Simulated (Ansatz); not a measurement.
# SiH2SO (SMILES O[Si]S) at PBE/STO-3G

Aim: the electronic atomisation energy of SiH2SO at PBE/STO-3G, from 5 runs. 

Program for the calculation: Ansatz 0.2.0.

75 further runs of the same task are left out: 3 that didn't finish, 72 set aside as unsound or not needed.

## Step 1: The structure to begin with

SiH2SO: 5 atoms, total charge 0, spin state singlet. As SMILES, `O[Si]S`. Geometry: relaxed at PBE0-D4/def2-TZVP. This is one conformer, not always the lowest.

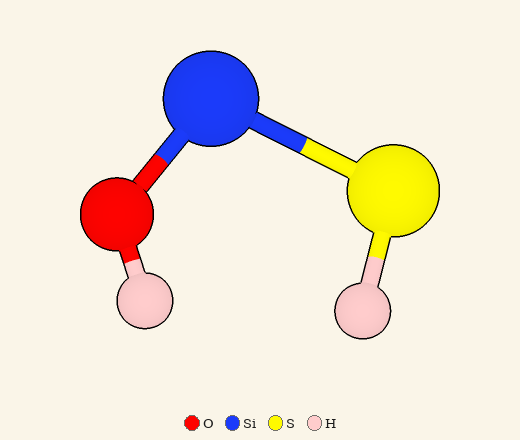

Viewed from a chosen angle; oxygen red, silicon blue, sulfur yellow, hydrogen pink.

## Step 2: The energy at PBE/STO-3G

Contents of job.yaml:

```yaml
crystal:
  periodic: [false, false, false]
  atoms:
    - {symbol: O, position_ang: [-1.194700, -0.658900, -0.325800]}
    - {symbol: Si, position_ang: [-0.956800, 0.951300, -0.079500]}
    - {symbol: S, position_ang: [1.167700, 1.118600, 0.360300]}
    - {symbol: H, position_ang: [-0.489400, -1.308100, -0.267200]}
    - {symbol: H, position_ang: [1.523000, -0.176500, 0.270700]}
basis:
  gaussian:
    orbitals: STO-3G
accuracy: high
total_charge: 0
hamiltonian:
  xc: {name: PBE}
```

Launch:

```sh
ansatz run job.yaml --threads 1 --pin off --max-ram 2610MiB --events-out events.jsonl --progress --plain --runs-dir runs
```

Output:

```text
Warning: RAYON_NUM_THREADS=1 ignored (pool sized by the plan → 1); use --threads N
Functional definition: PBE
  name "PBE"
  parameter kappa = 0.804
  parameter beta = 0.06672455060314922
  exchange = pbe_x(kappa = kappa, mu = beta*pi^2/3)
  correlation = pbe_c(beta = beta)
459 factors; integrals over basis functions are off by at most 3.2e-8 eV
mean field evaluation 1: about -20539.1032 eV, gradient 1.9e1 eV
mean field evaluation 2: about -20528.6264 eV, gradient 6.6e1 eV
mean field evaluation 4: about -20540.4595 eV, gradient 4.5e0 eV
mean field evaluation 8: about -20540.5191 eV, gradient 3.2e-2 eV
mean field evaluation 16: about -20540.5191 eV, gradient 6.5e-7 eV
mean field -20540.51906772 eV, -754.8501528747 hartree, gradient 4.8e-8 eV, S^2 0.000000; 0 other end points of the search recorded, 0 dependent functions left out
reference -20540.51906955 eV, -754.8501529420 hartree; 20, 20 occupied and 5, 5 virtual orbitals, 459 factors
Total energy: -20540.51906955 eV, -754.8501529420 hartree
```

Wall time 1.2 s (1 thread of Arm Neoverse V2, shared host); peak memory 0.099 GiB.

## Step 3: The H atom, same level

Contents of job.yaml:

```yaml
crystal:
  periodic: [false, false, false]
  atoms:
    - {symbol: H, position_ang: [0.000000, 0.000000, 0.000000]}
basis:
  gaussian: {orbitals: STO-3G}
magnetization: {spin_polarized: true, initial_magnetization: 1}
hamiltonian: {xc: pbe}
accuracy: high
```

Launch:

```sh
ansatz run job.yaml --threads 1 --pin off --max-ram 2610MiB --events-out events.jsonl --progress --plain --runs-dir runs
```

Output:

```text
Warning: RAYON_NUM_THREADS=1 ignored (pool sized by the plan → 1); use --threads N
Functional definition: PBE
  name "PBE"
  parameter kappa = 0.804
  parameter beta = 0.06672455060314922
  exchange = pbe_x(kappa = kappa, mu = beta*pi^2/3)
  correlation = pbe_c(beta = beta)
1 factors; integrals over basis functions are off by at most 4.6e-10 eV
mean field evaluation 1: about -12.6363 eV, gradient 0.0e0 eV
mean field evaluation 2: about -12.6363 eV, gradient 0.0e0 eV
mean field -12.63630448 eV, -0.4643756244 hartree, gradient 0.0e0 eV, S^2 0.750000; 0 other end points of the search recorded, 0 dependent functions left out
reference -12.63630558 eV, -0.4643756647 hartree; 1, 0 occupied and 0, 1 virtual orbitals, 1 factors
Total energy: -12.63630558 eV, -0.4643756647 hartree
```

Wall time 0.08 s (1 thread of Arm Neoverse V2, shared host).

## Step 4: The O atom

Contents of run.yaml:

```yaml
crystal:
  periodic: [false, false, false]
  atoms:
    - {symbol: O, position_ang: [0.000000, 0.000000, 0.000000]}
basis:
  gaussian:
    orbitals: STO-3G
magnetization:
  spin_polarized: true
  initial_magnetization: 2
hamiltonian:
  xc: {name: PBE}
accuracy: high
```

Launch:

```sh
ansatz run run.yaml --threads 1 --pin off --max-ram 2610MiB --events-out events.jsonl --progress --plain --runs-dir runs
```

Output:

```text
Warning: RAYON_NUM_THREADS=1 ignored (pool sized by the plan → 1); use --threads N
Functional definition: PBE
  name "PBE"
  parameter kappa = 0.804
  parameter beta = 0.06672455060314922
  exchange = pbe_x(kappa = kappa, mu = beta*pi^2/3)
  correlation = pbe_c(beta = beta)
15 factors; integrals over basis functions are off by at most 1.1e-9 eV
mean field evaluation 1: about -2012.2475 eV, gradient 3.6e-12 eV
mean field evaluation 2: about -2012.2484 eV, gradient 1.5e-11 eV
mean field evaluation 4: about -2012.2472 eV, gradient 0.0e0 eV
mean field evaluation 8: about -2012.2481 eV, gradient 2.6e-2 eV
mean field evaluation 16: about -2012.2484 eV, gradient 1.4e-10 eV
mean field -2012.24843053 eV, -73.9487658709 hartree, gradient 5.6e-24 eV, S^2 2.000000; 6 other end points of the search recorded, 0 dependent functions left out
reference -2012.24843101 eV, -73.9487658885 hartree; 5, 3 occupied and 0, 2 virtual orbitals, 15 factors
Total energy: -2012.24843101 eV, -73.9487658885 hartree
```

Wall time 0.36 s (1 thread of Arm Neoverse V2, shared host).

## Step 5: The S atom

Contents of in.yaml:

```yaml
basis:
  gaussian:
    orbitals: STO-3G
crystal:
  periodic: [false, false, false]
  atoms:
    - {symbol: S, position_ang: [0.000000, 0.000000, 0.000000]}
magnetization:
  spin_polarized: true
  initial_magnetization: 2
hamiltonian:
  xc: {name: PBE}
accuracy: high
```

Launch:

```sh
ansatz run in.yaml --threads 1 --pin off --max-ram 2610MiB --events-out events.jsonl --progress --plain --runs-dir runs
```

Output:

```text
Warning: RAYON_NUM_THREADS=1 ignored (pool sized by the plan → 1); use --threads N
Functional definition: PBE
  name "PBE"
  parameter kappa = 0.804
  parameter beta = 0.06672455060314922
  exchange = pbe_x(kappa = kappa, mu = beta*pi^2/3)
  correlation = pbe_c(beta = beta)
42 factors; integrals over basis functions are off by at most 2.4e-9 eV
mean field evaluation 1: about -10707.1075 eV, gradient 1.6e-1 eV
mean field evaluation 2: about -10707.1076 eV, gradient 4.7e-3 eV
mean field evaluation 4: about -10707.1076 eV, gradient 1.5e-7 eV
mean field evaluation 8: about -10707.1071 eV, gradient 4.4e-3 eV
mean field evaluation 16: about -10707.1073 eV, gradient 7.2e-5 eV
mean field -10707.10759544 eV, -393.4789465942 hartree, gradient 2.3e-10 eV, S^2 2.000000; 2 other end points of the search recorded, 0 dependent functions left out
reference -10707.10759638 eV, -393.4789466288 hartree; 9, 7 occupied and 0, 2 virtual orbitals, 42 factors
Total energy: -10707.10759638 eV, -393.4789466288 hartree
```

It took 0.38 s on 1 thread of Arm Neoverse V2, shared host.

## Step 6: The Si atom, same level

Contents of job.yaml:

```yaml
crystal:
  periodic: [false, false, false]
  atoms:
    - {symbol: Si, position_ang: [0.000000, 0.000000, 0.000000]}
basis:
  gaussian: {orbitals: STO-3G}
accuracy: high
hamiltonian: {xc: pbe}
magnetization: {spin_polarized: true, initial_magnetization: 2}
```

Run the same way, it converges to -285.77131 Eh (log not shown).

## Step 7: Results

At PBE/STO-3G:

| quantity | value |
| --- | --- |
| molecule: total energy | -754.85015 Eh |
| H atom: total energy | -0.46438 Eh |
| H atom: ⟨S²⟩ | 0.750 |
| O atom: total energy | -73.94877 Eh |
| O atom: ⟨S²⟩ | 2.000 |
| S atom: total energy | -393.47895 Eh |
| S atom: ⟨S²⟩ | 2.000 |
| Si atom: total energy | -285.77131 Eh |
| Si atom: ⟨S²⟩ | 2.000 |
| electronic atomisation energy | 19.657 eV |

**Reading.** Taking the molecule apart into free atoms costs 19.66 eV (1897 kJ/mol), before zero-point energy and without spin-orbit coupling. In a minimal basis such a difference can be off by several eV, whatever the method.
